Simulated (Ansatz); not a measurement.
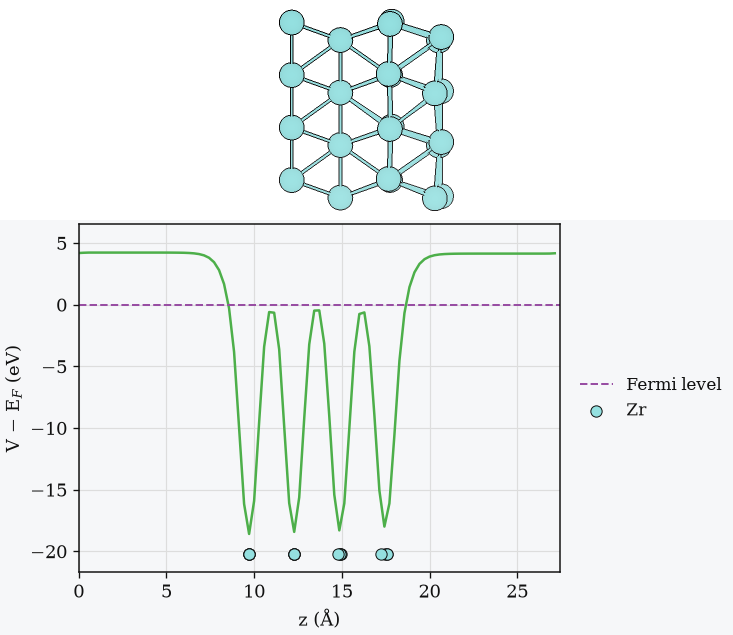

Plane-averaged electrostatic potential energy of an electron across the slab; circles at the bottom mark the heights of the atoms. The structure is drawn too.

Structure: a (001) slab cut from Zr (P6_3/mmc), 16 atoms in the cell, the slab at its places in the relaxed adsorbed structure.

Method: DFT PBE+D3(BJ), scalar-relativistic, plane waves, PAW, no spin polarisation, 4×4×1 k mesh, 420 eV cutoff (Ansatz).

What is the work function?

Answer. The work function is 4.13 eV at the right face and 4.22 eV at the left.

Do the two faces differ, and what does that say about the slab's dipole?

Answer. The vacuum levels differ by 0.08 eV, so the slab carries a dipole along its normal.

How thick are slab and vacuum?

Answer. The outermost atoms are 7.9 Å apart, which leaves 19.6 Å of vacuum in a cell 27.4 Å high.

The atoms aren't at rest in this cell (largest force 0.9 eV/Å), so the relaxed material can differ.
